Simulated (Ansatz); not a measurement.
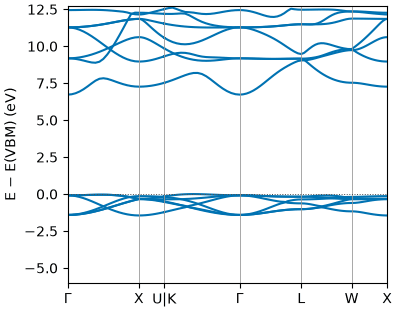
Figure: Band structure from the program Ansatz at the PBE level (PAW)

Question: Read off the gap and where the band edges lie.

Answer: About 6.7 eV (6.73 eV by a search for the band edges); maximum on the K–Γ line, 39 % of the way from K, minimum at Γ.

Question: Which of these materials gives this?
(A) BaF2, fluorite
(B) SrCl2, fluorite
(C) NaF, rock salt

Answer: A, BaF2, fluorite

Space group Fm-3m (fluorite). Symmetry was held in the PBE relaxation. Spin–orbit coupling is left out wherever it is not named.

Potentials: the later of the program's two PAW sets.
